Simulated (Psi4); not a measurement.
# C2H4Si (ethynylsilane): MP3/6-311+G(d,p)

Aim: the vertical ionisation energy of C2H4Si (ethynylsilane) at MP3/6-311+G**, from 2 runs. 

The results are computed with Psi4 1.11.

2 further runs of the same task are left out: 1 that didn't finish, 1 set aside as unsound or not needed.

## 1. The molecule

C2H4Si has 7 atoms, charge 0, and is taken as a singlet. SMILES: `C#C[SiH3]`. The shape is that of a PBE0-D4/def2-TZVP optimisation.

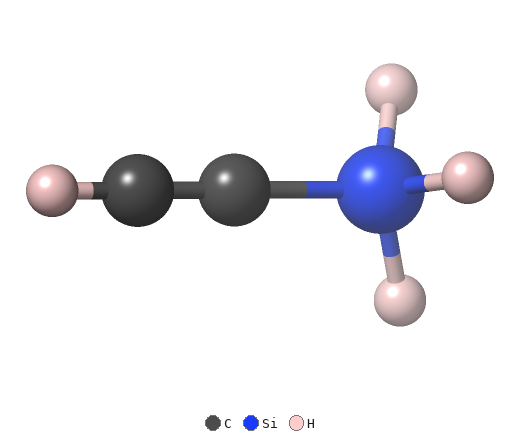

Viewed from a chosen angle; carbon dark grey, silicon blue, hydrogen pink.

## 2. The energy at MP3/6-311+G(d,p)

Input file c2h4si.xyz:

```xyz
7
C2H4Si
C     -0.580700    -1.871400     0.172200
C     -0.218500    -0.726500     0.062400
Si     0.329800     1.004300    -0.103800
H     -0.901000    -2.883500     0.269300
H     -0.094500     1.528300    -1.425000
H     -0.281700     1.818100     0.974900
H      1.807900     1.062900     0.004400
```

Input file job.py:

```python
import psi4

psi4.set_memory(1600000000)
psi4.set_num_threads(1)
psi4.core.set_output_file('psi4.out', False)

with open('c2h4si.xyz') as f:
    atoms = ''.join(f.readlines()[2:])
molecule = psi4.geometry('0 1\n' + atoms + 'symmetry c1\nno_reorient\nno_com')

psi4.set_options({
    'basis': '6-311+G**',
    'puream': True,
    'e_convergence': 1e-09,
    'd_convergence': 1e-08,
    'scf_type': 'pk',
    'num_frozen_docc': 7,
    'mp_type': 'conv',
})

e_tot = psi4.energy('mp3')
print('E =', round(e_tot, 9))
```

Launch:

```sh
python job.py
```

psi4.out, shortened:

```text
[...]
  Running in c1 symmetry.
[...]
  Nuclear repulsion =   83.047890735857266
[...]
  Multiplicity = 1
[...]
  Nalpha       = 15
  Nbeta        = 15
[...]
    Number of basis functions: 98
[...]
   @RHF iter   1:  -366.87691666981914   -9.65018e-01   3.71745e-03 DIIS/ADIIS
[...]
   @RHF iter  10:  -366.96076446838538   -2.00657e-11   4.70034e-09 DIIS
[...]
    Orbital Energies [Eh]
    ---------------------
    Doubly Occupied:
       1A    -68.795126     2A    -11.247274     3A    -11.224825
       4A     -6.141122     5A     -4.248674     6A     -4.247993
       7A     -4.247992     8A     -1.031970     9A     -0.783908
      10A     -0.716044    11A     -0.559952    12A     -0.500848
      13A     -0.500826    14A     -0.405054    15A     -0.405051
[...]
  @RHF Final Energy:  -366.96076446838538
   => Energetics <=
    Nuclear Repulsion Energy =             83.0478907358572656
    One-Electron Energy =                -669.9039893796364140
    Two-Electron Energy =                 219.8953341753938275
    Total Energy =                       -366.9607644683853778
[...]
 Multipole Moments:
 ------------------------------------------------------------------------------------
     Multipole            Electronic (a.u.)      Nuclear  (a.u.)        Total (a.u.)
 ------------------------------------------------------------------------------------
 L = 1.  Multiply by 2.5417464519 to convert [e a0] to [Debye]
 Dipole X            :         -0.7163271            0.6665064           -0.0498207
 Dipole Y            :         -0.1554635           -0.0026456           -0.1581091
 Dipole Z            :          0.4347546           -0.4195192            0.0152354
 Magnitude           :                                                    0.1664714
[...]
	SCS-MP2 Total Energy (a.u.)        :  -367.33528269922220
	SOS-MP2 Total Energy (a.u.)        :  -367.33741585571528
[...]
	SOS-PI-MP2 Total Energy (a.u.)     :  -367.36638903935602
[...]
	MP2 Total Energy (a.u.)            :  -367.33101638623612
[...]
	SCS-MP3 Total Energy (a.u.)        :  -367.34117094913154
[...]
	MP3 Total Energy (a.u.)            :  -367.35456938587350
[...]
```

On the terminal:

```text
E = -367.354569386
```

Run time: 20 s. Hardware: 1 thread of Intel Xeon Platinum 8259CL at 2.50GHz (Skylake/Cascade Lake), shared host; peak memory 0.9 GiB.

## 3. The doublet cation, same level

Input file calc.in:

```
memory 1600 mb

molecule mol {
  1 2
  C     -0.580700    -1.871400     0.172200
  C     -0.218500    -0.726500     0.062400
  Si     0.329800     1.004300    -0.103800
  H     -0.901000    -2.883500     0.269300
  H     -0.094500     1.528300    -1.425000
  H     -0.281700     1.818100     0.974900
  H      1.807900     1.062900     0.004400
  symmetry c1
}

set globals {
  basis           6-311+G**
  reference       uhf
  puream          true
  e_convergence   1e-09
  d_convergence   1e-08
  scf_type        pk
  num_frozen_docc 7
  maxiter         100
  mp_type         conv
}

energy("mp3")
```

Launch:

```sh
psi4 -n 1 calc.in calc.out
```

calc.out, shortened:

```text
[...]
  Running in c1 symmetry.
[...]
  Nuclear repulsion =   83.047890735857266
[...]
  Multiplicity = 2
[...]
  Nalpha       = 15
  Nbeta        = 14
[...]
    Number of basis functions: 98
[...]
   @UHF iter   1:  -366.46655758047922   -5.54663e-01   3.40642e-03 ADIIS/DIIS
[...]
   @UHF iter  21:  -366.61131358613136   -2.04636e-12   5.30086e-09 DIIS
[...]
   @S^2 Observed:                7.554518969E-01
[...]
  @UHF Final Energy:  -366.61131358613136
   => Energetics <=
    Nuclear Repulsion Energy =             83.0478907358572656
    One-Electron Energy =                -662.3037755796378860
    Two-Electron Energy =                 212.6445712576493179
    Total Energy =                       -366.6113135861313594
  UHF NO Occupations:
  HONO-2 :   13  A 1.9992836
  HONO-1 :   14  A 1.9989535
[...]
 Multipole Moments:
 ------------------------------------------------------------------------------------
     Multipole            Electronic (a.u.)      Nuclear  (a.u.)        Total (a.u.)
 ------------------------------------------------------------------------------------
 L = 1.  Multiply by 2.5417464519 to convert [e a0] to [Debye]
 Dipole X            :         -1.0410494            0.4931733           -0.5478760
 Dipole Y            :         -3.2557494            1.5559807           -1.6997687
 Dipole Z            :          0.2850033           -0.1496803            0.1353230
 Magnitude           :                                                    1.7910037
[...]
	SCS-MP2 Total Energy (a.u.)        :  -366.93269460562306
	SOS-MP2 Total Energy (a.u.)        :  -366.93661460549646
[...]
	SOS-PI-MP2 Total Energy (a.u.)     :  -366.96163776083222
[...]
	MP2 Total Energy (a.u.)            :  -366.92485460587631
[...]
	SCS-MP3 Total Energy (a.u.)        :  -366.94193615265328
[...]
	MP3 Total Energy (a.u.)            :  -366.96182079399722
[...]
```

Wall time 34 s (1 thread of Intel Xeon Platinum 8259CL at 2.50GHz (Skylake/Cascade Lake), shared host); peak memory 0.99 GiB.

## 4. Summary of results

At MP3/6-311+G**, 7 core orbitals frozen:

```
                                                                  quantity          value
                                              singlet C2H4Si: total energy  -367.35457 Eh
                       singlet C2H4Si: HOMO energy (Hartree–Fock orbitals)      -11.02 eV
                       singlet C2H4Si: LUMO energy (Hartree–Fock orbitals)        1.40 eV
                     singlet C2H4Si: HOMO–LUMO gap (Hartree–Fock orbitals)       12.42 eV
               singlet C2H4Si: correlation energy (7 core orbitals frozen)     -393.8 mEh
                                              doublet cation: total energy  -366.96182 Eh
doublet cation: HOMO energy (Hartree–Fock orbitals) (highest over α and β)      -17.94 eV
 doublet cation: LUMO energy (Hartree–Fock orbitals) (lowest over α and β)       -8.14 eV
               doublet cation: correlation energy (7 core orbitals frozen)     -350.5 mEh
                         doublet cation: ⟨S²⟩ of the reference determinant          0.755
                        vertical ionisation energy (to the doublet cation)      10.687 eV
```

**Reading.** The vertical ionisation energy comes to 10.69 eV (1031 kJ/mol).
